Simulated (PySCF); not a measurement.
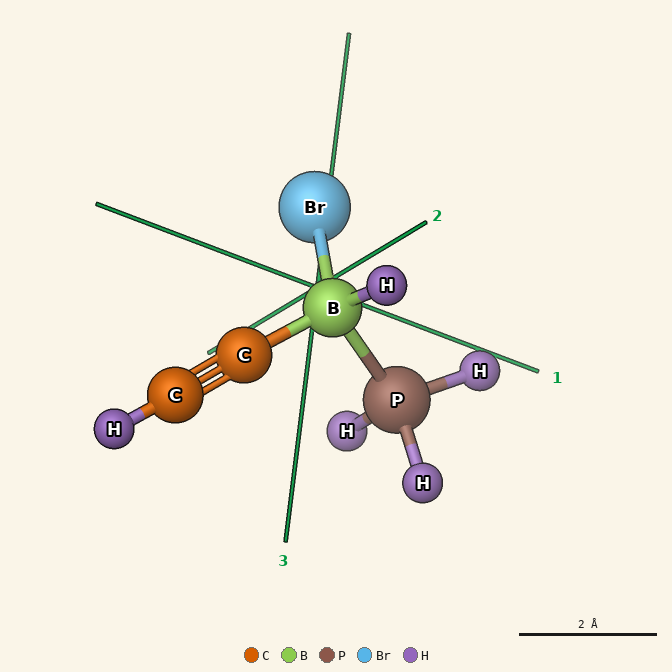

The three principal axes of inertia are drawn and numbered. Atoms fade into the background with distance from the viewer. The computed structure is the end point of a PBE0-D3(BJ)/def2-SVP optimisation. No frequency run is at hand to confirm it as a minimum. Masses are those of the most abundant isotopes; constants are for the rigid equilibrium geometry.

### Which line is the a axis (least moment of inertia), which b and which c?

a is line 3, b is line 1, c is line 2; the moments are 182, 309, 464 u Å².

### What kind of rotor is it, and what are its rotational constants in cm⁻¹?

An asymmetric top (C1): A = 0.0928, B = 0.0546, C = 0.0363 cm⁻¹. Ray's parameter κ is −0.35, nearer the prolate limit.
